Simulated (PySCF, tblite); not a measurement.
# C4H6, a complex of two parts: NMR shifts, interaction energy, spin-spin couplings and electronic excitations, part 2 of 3

tblite 0.8.0 and PySCF 2.14.0. Atoms count from 0, parts from 1. The steps go on from the part before.

### 5 Interaction energy: wB97M-D3(BJ)/def2-TZVPD

The job: settings as JSON, then the geometry in Å.

```
{"job": {"kind": "inter", "xc": "wB97M-D3(BJ)", "basis": "def2-TZVPD", "pairs": false}, "charge": 0, "multiplicity": 1, "parts": [{"atoms": "0-5", "charge": 0, "multiplicity": 1}, {"atoms": "6-9", "charge": 0, "multiplicity": 1}]}
C      0.483457    -0.125534     0.064821
C     -0.843109    -0.210427     0.135882
H      1.116114    -0.291251     0.940075
H      0.984352     0.114489    -0.875711
H     -1.352670    -0.447925     1.072918
H     -1.468363    -0.045428    -0.744692
C     -0.449113     1.302596    -3.350462
C     -0.183500     0.166516    -3.665383
H     -0.683493     2.311543    -3.066953
H      0.053605    -0.843837    -3.941566
```

Method: wB97M-D3(BJ)/def2-TZVPD interaction energy, counterpoise and uncorrected, gas phase.

The log of the run:

```text
part 1, own basis, geometry of the cluster
coarse grid: 20248 points
cycle   1  E = -78.6236049362  dE =  3.194e-02  |g| = 1.581e-01  |ddm| = 1.592e+00
cycle   2  E = -78.6291504341  dE = -5.545e-03  |g| = 8.462e-02  |ddm| = 2.549e-01
cycle   3  E = -78.6309011844  dE = -1.751e-03  |g| = 1.505e-02  |ddm| = 8.222e-02
cycle   4  E = -78.6309800444  dE = -7.886e-05  |g| = 1.739e-03  |ddm| = 2.538e-02
cycle   5  E = -78.6309818566  dE = -1.812e-06  |g| = 3.622e-04  |ddm| = 3.937e-03
final grid: 43904 points
cycle   6  E = -78.6309783399  dE = -1.236e-07  |g| = 1.315e-04  |ddm| = 2.550e-03
cycle   7  E = -78.6309783536  dE = -1.377e-08  |g| = 6.373e-05  |ddm| = 4.868e-04
cycle   8  E = -78.6309783555  dE = -1.810e-09  |g| = 3.088e-05  |ddm| = 1.604e-04
cycle   9  E = -78.6309783559  dE = -4.738e-10  |g| = 7.829e-06  |ddm| = 9.336e-05
converged SCF energy = -78.6309783559

part 2, own basis, geometry of the cluster
coarse grid: 15304 points
cycle   1  E = -77.3670523893  dE =  9.197e-02  |g| = 2.302e-01  |ddm| = 4.124e+00
cycle   2  E = -77.3787654871  dE = -1.171e-02  |g| = 1.096e-01  |ddm| = 9.533e-01
cycle   3  E = -77.3816429294  dE = -2.877e-03  |g| = 1.650e-02  |ddm| = 1.598e-01
cycle   4  E = -77.3817261613  dE = -8.323e-05  |g| = 2.268e-03  |ddm| = 3.051e-01
cycle   5  E = -77.3817285024  dE = -2.341e-06  |g| = 2.362e-04  |ddm| = 1.961e-02
final grid: 33160 points
cycle   6  E = -77.3817394767  dE = -4.393e-08  |g| = 7.248e-05  |ddm| = 1.554e-02
cycle   7  E = -77.3817394803  dE = -3.531e-09  |g| = 2.344e-05  |ddm| = 9.000e-04
cycle   8  E = -77.3817394806  dE = -3.258e-10  |g| = 1.752e-05  |ddm| = 3.086e-04
converged SCF energy = -77.3817394806

part 1, own basis, relaxed alone
coarse grid: 20248 points
cycle   1  E = -78.6236400972  dE =  3.226e-02  |g| = 1.578e-01  |ddm| = 1.593e+00
cycle   2  E = -78.6291742751  dE = -5.534e-03  |g| = 8.449e-02  |ddm| = 2.540e-01
cycle   3  E = -78.6309198163  dE = -1.746e-03  |g| = 1.506e-02  |ddm| = 8.206e-02
cycle   4  E = -78.6309987079  dE = -7.889e-05  |g| = 1.737e-03  |ddm| = 2.538e-02
cycle   5  E = -78.6310005114  dE = -1.804e-06  |g| = 3.609e-04  |ddm| = 3.924e-03
final grid: 43904 points
cycle   6  E = -78.6309983865  dE = -1.268e-07  |g| = 1.331e-04  |ddm| = 3.570e-03
cycle   7  E = -78.6309984008  dE = -1.428e-08  |g| = 6.289e-05  |ddm| = 7.060e-04
cycle   8  E = -78.6309984027  dE = -1.874e-09  |g| = 2.756e-05  |ddm| = 1.957e-04
cycle   9  E = -78.6309984031  dE = -4.380e-10  |g| = 1.276e-06  |ddm| = 1.061e-04
converged SCF energy = -78.6309984031

part 2, own basis, relaxed alone
coarse grid: 15304 points
cycle   1  E = -77.3670597494  dE =  9.290e-02  |g| = 2.304e-01  |ddm| = 4.157e+00
cycle   2  E = -77.3787842162  dE = -1.172e-02  |g| = 1.098e-01  |ddm| = 9.657e-01
cycle   3  E = -77.3816704804  dE = -2.886e-03  |g| = 1.648e-02  |ddm| = 1.617e-01
cycle   4  E = -77.3817536045  dE = -8.312e-05  |g| = 2.266e-03  |ddm| = 3.071e-01
cycle   5  E = -77.3817559425  dE = -2.338e-06  |g| = 2.364e-04  |ddm| = 1.971e-02
final grid: 33160 points
cycle   6  E = -77.3817671537  dE = -4.431e-08  |g| = 7.382e-05  |ddm| = 1.400e-02
cycle   7  E = -77.3817671573  dE = -3.544e-09  |g| = 2.779e-05  |ddm| = 8.086e-04
cycle   8  E = -77.3817671575  dE = -2.893e-10  |g| = 2.556e-05  |ddm| = 2.970e-04
converged SCF energy = -77.3817671575

cluster
final grid: 77064 points
cycle   1  E = -156.0132081962  dE = -4.820e-04  |g| = 6.583e-03  |ddm| = 2.243e+00
cycle   2  E = -156.0132346316  dE = -2.644e-05  |g| = 2.377e-03  |ddm| = 4.815e-01
cycle   3  E = -156.0132371436  dE = -2.512e-06  |g| = 1.165e-03  |ddm| = 7.567e-02
cycle   4  E = -156.0132376429  dE = -4.993e-07  |g| = 4.728e-04  |ddm| = 3.225e-02
cycle   5  E = -156.0132377015  dE = -5.862e-08  |g| = 1.429e-04  |ddm| = 3.258e-03
cycle   6  E = -156.0132377083  dE = -6.787e-09  |g| = 3.954e-05  |ddm| = 4.582e-04
cycle   7  E = -156.0132377090  dE = -6.916e-10  |g| = 1.601e-05  |ddm| = 2.997e-04
converged SCF energy = -156.0132377090

part 1 in the basis of the cluster
final grid: 77064 points
cycle   1  E = -78.6310083336  dE = -3.034e-05  |g| = 1.001e-03  |ddm| = 1.779e+00
cycle   2  E = -78.6310091851  dE = -8.515e-07  |g| = 1.988e-04  |ddm| = 3.327e-01
cycle   3  E = -78.6310092284  dE = -4.325e-08  |g| = 4.535e-05  |ddm| = 5.954e-02
cycle   4  E = -78.6310092291  dE = -7.350e-10  |g| = 1.515e-05  |ddm| = 6.196e-04
converged SCF energy = -78.6310092291

part 2 in the basis of the cluster
final grid: 77064 points
cycle   1  E = -77.3818196294  dE = -8.031e-05  |g| = 1.979e-03  |ddm| = 4.079e-01
cycle   2  E = -77.3818237215  dE = -4.092e-06  |g| = 4.741e-04  |ddm| = 7.382e-02
cycle   3  E = -77.3818239942  dE = -2.728e-07  |g| = 1.265e-04  |ddm| = 1.986e-02
cycle   4  E = -77.3818239986  dE = -4.390e-09  |g| = 3.409e-05  |ddm| = 1.205e-03
cycle   5  E = -77.3818239989  dE = -3.018e-10  |g| = 2.625e-05  |ddm| = 4.256e-04
converged SCF energy = -77.3818239989

Interaction energy (kcal/mol)
  counterpoise       -1.336
  uncorrected        -1.408
  dispersion part    -1.082
  deformation         0.029
  binding            -1.307

Decomposition of the uncorrected value (kcal/mol)
  electrostatic      -1.238
  Pauli               1.233
  orbital            -0.321
  dispersion         -1.082

Charge of each part in the cluster: -0.001 0.001
```

Wall time 39 s (1 thread of Arm Neoverse V2, shared host); peak memory 0.64 GiB.

Contacts at this geometry (a selection, picked against the atoms' radii; other short pairs can be missing):

```
  atoms  distance (Å)  kind (by distance and angle)  angle (°)
H3···C7          3.02     at van der Waals distance          –
```

The decomposition goes in steps from the parts' own densities: electrostatics between them unchanged, then the rise on making their orbitals orthogonal (called Pauli here; it holds the exchange-correlation between the parts too, so it can be small or negative at long range), then orbital relaxation, then the dispersion term. Charges of the parts share the cluster's density out in proportion to the parts' own densities.

The SCF energies in the log hold no dispersion term; the tabulated energies do.

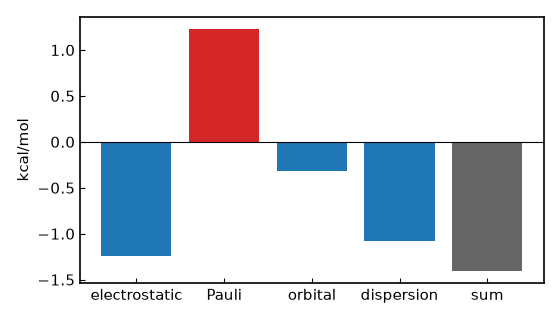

The terms of the uncorrected interaction energy.

The parts:

```
part  SMILES  deformation (kcal/mol)  HOMO alone (eV)  charge in the cluster (e)
   1     C=C                    0.01           -10.27                     -0.001
   2     C#C                    0.02           -10.79                      0.001
```

### 6 Interaction energy: PBE0-D3(BJ)/def2-TZVPD

The job: settings as JSON, then the geometry in Å.

```
{"job": {"kind": "inter", "xc": "PBE0", "basis": "def2-TZVPD", "disp": "d3bj"}, "charge": 0, "multiplicity": 1, "parts": [{"atoms": "0-5", "charge": 0, "multiplicity": 1}, {"atoms": "6-9", "charge": 0, "multiplicity": 1}]}
C      0.483457    -0.125534     0.064821
C     -0.843109    -0.210427     0.135882
H      1.116114    -0.291251     0.940075
H      0.984352     0.114489    -0.875711
H     -1.352670    -0.447925     1.072918
H     -1.468363    -0.045428    -0.744692
C     -0.449113     1.302596    -3.350462
C     -0.183500     0.166516    -3.665383
H     -0.683493     2.311543    -3.066953
H      0.053605    -0.843837    -3.941566
```

With the program's defaults for keys left out, this is: PBE0-D3(BJ)/def2-TZVPD interaction energy, counterpoise and uncorrected, gas phase.

The log of the run:

```text
part 1, own basis, geometry of the cluster
coarse grid: 4656 points
cycle   1  E = -78.4974463083  dE = -1.067e-02  |g| = 2.714e-01  |ddm| = 1.589e+00
cycle   2  E = -78.4958890777  dE =  1.557e-03  |g| = 2.851e-01  |ddm| = 4.704e-01
cycle   3  E = -78.5174907212  dE = -2.160e-02  |g| = 5.088e-03  |ddm| = 2.231e-01
cycle   4  E = -78.5174986283  dE = -7.907e-06  |g| = 6.011e-04  |ddm| = 8.115e-03
final grid: 43904 points
cycle   5  E = -78.5122651849  dE = -1.949e-05  |g| = 4.669e-03  |ddm| = 1.045e-01
cycle   6  E = -78.5122647502  dE =  4.347e-07  |g| = 4.786e-03  |ddm| = 8.793e-03
cycle   7  E = -78.5122706881  dE = -5.938e-06  |g| = 1.444e-04  |ddm| = 3.669e-03
cycle   8  E = -78.5122706892  dE = -1.080e-09  |g| = 1.267e-04  |ddm| = 2.748e-04
cycle   9  E = -78.5122706932  dE = -3.996e-09  |g| = 2.568e-05  |ddm| = 8.837e-05
cycle  10  E = -78.5122706933  dE = -1.671e-10  |g| = 1.185e-06  |ddm| = 2.821e-05
converged SCF energy = -78.5122706933

part 2, own basis, geometry of the cluster
coarse grid: 3416 points
cycle   1  E = -77.2342715448  dE =  9.770e-02  |g| = 3.135e-01  |ddm| = 2.055e+00
cycle   2  E = -77.2383425540  dE = -4.071e-03  |g| = 2.810e-01  |ddm| = 7.989e-01
cycle   3  E = -77.2594875014  dE = -2.114e-02  |g| = 1.420e-02  |ddm| = 3.308e-01
cycle   4  E = -77.2595390891  dE = -5.159e-05  |g| = 1.741e-03  |ddm| = 1.140e-01
cycle   5  E = -77.2595397016  dE = -6.125e-07  |g| = 8.094e-05  |ddm| = 2.816e-03
final grid: 33160 points
cycle   6  E = -77.2561155071  dE = -1.446e-05  |g| = 3.133e-03  |ddm| = 1.461e-01
cycle   7  E = -77.2561160409  dE = -5.338e-07  |g| = 2.727e-03  |ddm| = 8.648e-03
cycle   8  E = -77.2561180146  dE = -1.974e-06  |g| = 1.808e-04  |ddm| = 5.504e-03
cycle   9  E = -77.2561180130  dE =  1.644e-09  |g| = 1.904e-04  |ddm| = 7.317e-04
cycle  10  E = -77.2561180221  dE = -9.135e-09  |g| = 1.641e-05  |ddm| = 1.234e-04
cycle  11  E = -77.2561180222  dE = -6.337e-11  |g| = 5.878e-07  |ddm| = 4.771e-05
converged SCF energy = -77.2561180222

part 1, own basis, relaxed alone
coarse grid: 4656 points
cycle   1  E = -78.4973069651  dE = -1.053e-02  |g| = 2.712e-01  |ddm| = 1.587e+00
cycle   2  E = -78.4957232627  dE =  1.584e-03  |g| = 2.852e-01  |ddm| = 4.695e-01
cycle   3  E = -78.5173374887  dE = -2.161e-02  |g| = 5.060e-03  |ddm| = 2.229e-01
cycle   4  E = -78.5173453253  dE = -7.837e-06  |g| = 5.781e-04  |ddm| = 7.922e-03
final grid: 43904 points
cycle   5  E = -78.5122874429  dE = -1.827e-05  |g| = 4.762e-03  |ddm| = 9.712e-02
cycle   6  E = -78.5122869870  dE =  4.559e-07  |g| = 4.890e-03  |ddm| = 8.884e-03
cycle   7  E = -78.5122931888  dE = -6.202e-06  |g| = 1.105e-04  |ddm| = 3.743e-03
cycle   8  E = -78.5122931916  dE = -2.818e-09  |g| = 2.059e-05  |ddm| = 2.776e-04
cycle   9  E = -78.5122931917  dE = -8.225e-11  |g| = 8.188e-06  |ddm| = 5.157e-05
converged SCF energy = -78.5122931917

part 2, own basis, relaxed alone
coarse grid: 3416 points
cycle   1  E = -77.2342622107  dE =  9.846e-02  |g| = 3.138e-01  |ddm| = 2.057e+00
cycle   2  E = -77.2383396461  dE = -4.077e-03  |g| = 2.813e-01  |ddm| = 8.064e-01
cycle   3  E = -77.2595241861  dE = -2.118e-02  |g| = 1.420e-02  |ddm| = 3.332e-01
cycle   4  E = -77.2595757235  dE = -5.154e-05  |g| = 1.741e-03  |ddm| = 1.144e-01
cycle   5  E = -77.2595763350  dE = -6.115e-07  |g| = 9.059e-05  |ddm| = 2.817e-03
final grid: 33160 points
cycle   6  E = -77.2561391885  dE = -1.441e-05  |g| = 3.140e-03  |ddm| = 1.393e-01
cycle   7  E = -77.2561397144  dE = -5.259e-07  |g| = 2.743e-03  |ddm| = 8.310e-03
cycle   8  E = -77.2561417043  dE = -1.990e-06  |g| = 2.368e-04  |ddm| = 5.540e-03
cycle   9  E = -77.2561416985  dE =  5.850e-09  |g| = 2.759e-04  |ddm| = 7.264e-04
cycle  10  E = -77.2561417178  dE = -1.929e-08  |g| = 1.226e-05  |ddm| = 1.796e-04
cycle  11  E = -77.2561417178  dE = -3.297e-11  |g| = 5.839e-07  |ddm| = 4.820e-05
converged SCF energy = -77.2561417178

cluster
final grid: 77064 points
cycle   1  E = -155.7692176781  dE = -6.086e-04  |g| = 6.405e-03  |ddm| = 1.832e+00
cycle   2  E = -155.7692257124  dE = -8.034e-06  |g| = 4.927e-03  |ddm| = 1.524e-01
cycle   3  E = -155.7692316555  dE = -5.943e-06  |g| = 1.646e-03  |ddm| = 1.801e-02
cycle   4  E = -155.7692321953  dE = -5.398e-07  |g| = 7.856e-04  |ddm| = 2.512e-03
cycle   5  E = -155.7692323440  dE = -1.488e-07  |g| = 2.090e-04  |ddm| = 2.244e-03
cycle   6  E = -155.7692323540  dE = -9.957e-09  |g| = 8.473e-05  |ddm| = 1.604e-03
cycle   7  E = -155.7692323558  dE = -1.833e-09  |g| = 1.262e-05  |ddm| = 1.821e-04
cycle   8  E = -155.7692323559  dE = -3.917e-11  |g| = 3.169e-06  |ddm| = 2.765e-05
converged SCF energy = -155.7692323559

part 1 in the basis of the cluster
final grid: 77064 points
cycle   1  E = -78.5122981008  dE = -2.765e-05  |g| = 3.015e-04  |ddm| = 1.513e+00
cycle   2  E = -78.5122981657  dE = -6.494e-08  |g| = 9.208e-05  |ddm| = 8.899e-02
cycle   3  E = -78.5122981668  dE = -1.107e-09  |g| = 7.423e-05  |ddm| = 5.102e-03
cycle   4  E = -78.5122981683  dE = -1.437e-09  |g| = 1.294e-06  |ddm| = 5.767e-04
cycle   5  E = -78.5122981683  dE = -4.832e-13  |g| = 1.263e-06  |ddm| = 3.032e-05
converged SCF energy = -78.5122981683

part 2 in the basis of the cluster
final grid: 77064 points
cycle   1  E = -77.2561789444  dE = -6.115e-05  |g| = 7.000e-04  |ddm| = 3.673e-01
cycle   2  E = -77.2561793453  dE = -4.009e-07  |g| = 3.039e-04  |ddm| = 2.247e-02
cycle   3  E = -77.2561793673  dE = -2.198e-08  |g| = 1.524e-04  |ddm| = 2.172e-03
cycle   4  E = -77.2561793736  dE = -6.359e-09  |g| = 2.415e-06  |ddm| = 4.733e-04
cycle   5  E = -77.2561793736  dE = -7.958e-13  |g| = 2.587e-06  |ddm| = 1.272e-05
converged SCF energy = -77.2561793736

Interaction energy (kcal/mol)
  counterpoise       -1.426
  uncorrected        -1.482
  dispersion part    -0.952
  deformation         0.029
  binding            -1.397

Decomposition of the uncorrected value (kcal/mol)
  electrostatic      -1.178
  Pauli               1.040
  orbital            -0.391
  dispersion         -0.952

Charge of each part in the cluster: -0.001 0.001
```

Wall time 20 s (1 thread of Arm Neoverse V2, shared host); peak memory 0.61 GiB.

Counterpoise interaction energy: -1.43 kcal/mol.

(Continued in part 3 of 3.)
